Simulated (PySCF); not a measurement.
## Electronic structure of C6H3Pb (charge −1) in real space

| atom | x (Å) | y (Å) | z (Å) |
| --- | --- | --- | --- |
| Pb | 0.5341 | -1.5688 | 0.0000 |
| C | -0.3195 | -0.2124 | 1.6961 |
| C | -0.8409 | 0.3377 | 2.6661 |
| H | -1.2823 | 0.8593 | 3.4970 |
| C | -0.3195 | -0.2124 | -1.6961 |
| C | -0.8409 | 0.3377 | -2.6661 |
| H | -1.2823 | 0.8593 | -3.4970 |
| C | 2.6125 | -0.5068 | 0.0000 |
| C | 3.7844 | -0.1297 | 0.0000 |
| H | 4.7936 | 0.2428 | 0.0000 |

Core potentials replace the inner electrons of Pb.

Computed with RKS r2SCAN, Pb def2-SVP with ECP60, C def2-SVP, H def2-SVP; non-relativistic Hamiltonian with scalar-relativistic core potentials where named; density fitting in PySCF.

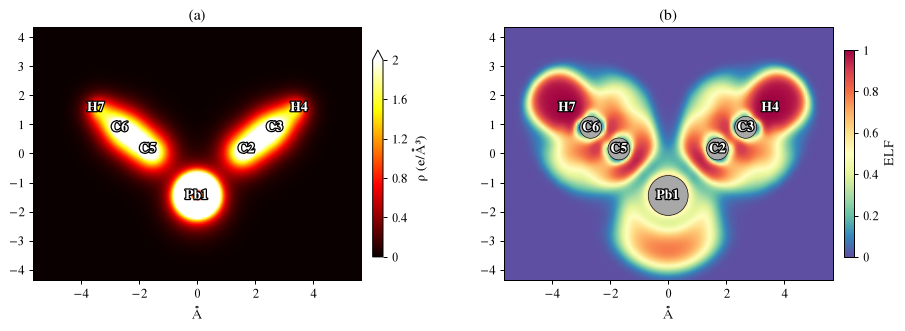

Figure 1. (a) electron density; (b) ELF on the plane of atoms C2, Pb1 and C5. Grey discs cover the atomic cores in the ELF map.

What do the fields say about this system?

The section cuts through Pb, C and H sites.
C–C (1.23 Å): ρ at the midpoint is about 2.6 e/Å³; the ELF peaks at about 0.80 between the atoms (a multiple bond).
C–Pb (2.33 Å): ρ at the midpoint is about 0.5 e/Å³; the ELF peaks at about 0.95 in the valence shell of C, 0.7 Å from its nucleus, and drops to about 0.20 between the two atoms.
C–H (1.08 Å): ρ at the midpoint is about 1.9 e/Å³; the ELF climbs to about 1 towards the hydrogen, as it does in any bond to H: a covalent bond by its length.

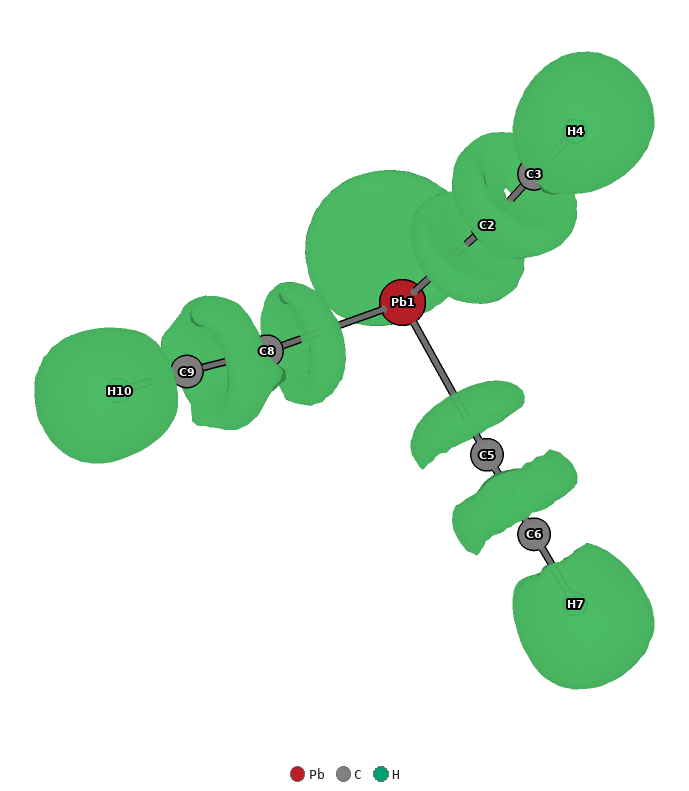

Figure 2. Isosurface of the ELF at 0.8 (green), seen at a tilt. Only the valence region is drawn (cores and ρ < 0.01 e/Å³ removed).

Describe the localisation domains.

The surface consists of three regions between bonded C–C atoms (shared pairs), three regions around hydrogen nuclei, three lobes of the valence shell of C pointing towards Pb (polar bonds) and one lobe on Pb, pointing away from the bonds (lone pairs).

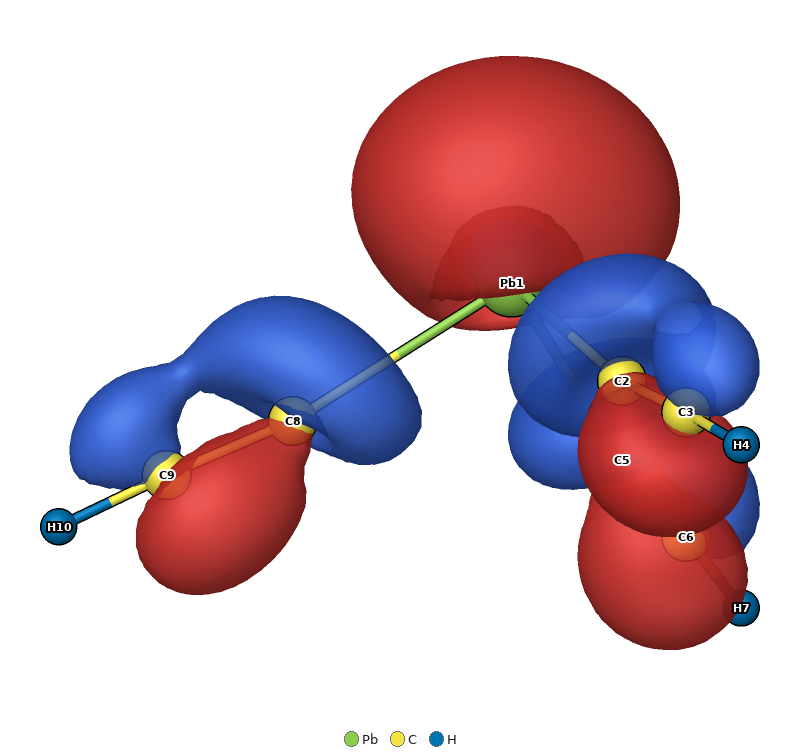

Figure 3. The HOMO at ±0.1 Å⁻³ᐟ² (red and blue are the two phases), seen from one side.

Describe this orbital and give its energy.

It lies mainly on Pb1 (about 40 %), C2 (about 10 %), C8 (about 10 %), C5 (about 10 %), C6 (about 10 %), C3 (about 10 %) and C9 (about 10 %). Its energy is −1.56 eV.
